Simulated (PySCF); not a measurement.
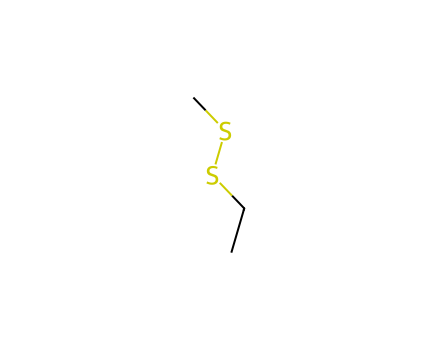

The computed structure is the end point of a PBE0-D3(BJ)/def2-TZVP optimisation. No frequency run is at hand to confirm it as a minimum. Program: PySCF 2.14.0.

Tabulate HOMO–LUMO gap (eV), HOMO energy (eV) at these levels: B97-2/pcSseg-2; KT3/pcSseg-2; PBE0/pcSseg-2; WP04/pcSseg-2 in chloroform (IEF-PCM); ωB97X-D/pcSseg-2; ωB97X-D/pcSseg-2 in chloroform (IEF-PCM).

| level | HOMO–LUMO gap (eV) | HOMO energy (eV) |
| --- | --- | --- |
| B97-2/pcSseg-2 | 6.30 | −6.48 |
| KT3/pcSseg-2 | 4.47 | −5.64 |
| PBE0/pcSseg-2 | 6.59 | −6.72 |
| WP04/pcSseg-2 in chloroform (IEF-PCM) | 5.64 | −7.82 |
| ωB97X-D/pcSseg-2 | 10.20 | −8.56 |
| ωB97X-D/pcSseg-2 in chloroform (IEF-PCM) | 10.21 | −8.60 |
